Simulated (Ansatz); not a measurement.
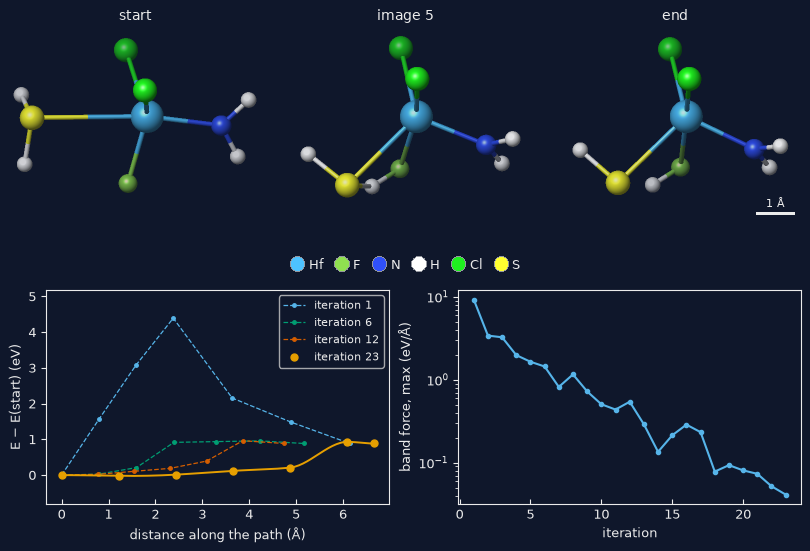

NEB run on HfNH₄SCl₂F. Images are numbered from 0 (start) to 6 (end). The plot follows the band through its iterations. A ball-and-stick model, seen face on.

All numbers below come from Ansatz 0.2.0, RKS B3LYP-D4/def2-SVP. Set-up: 5 movable images; climbing image; force threshold 0.05 eV/Å; iteration limit 60; starting path through a guess of the saddle point.

Question: Judge this run.

Answer: The result is final at these settings. The band converged in 23 iterations. The largest component of the band force went from 9.3 to 0.041 eV/Å. The climbing image converged on the top of the path. Its vibrational analysis gives one imaginary mode (367i cm⁻¹), as a transition state must have. The first iteration put the highest image at 4.39 eV. The highest point, image 5, lies 0.93 eV above the start and 0.05 eV above the end; the end is at +0.88 eV relative to the start. Image 1 lies below both ends, at −0.02 eV, which points to an intermediate minimum that so few images don't resolve.
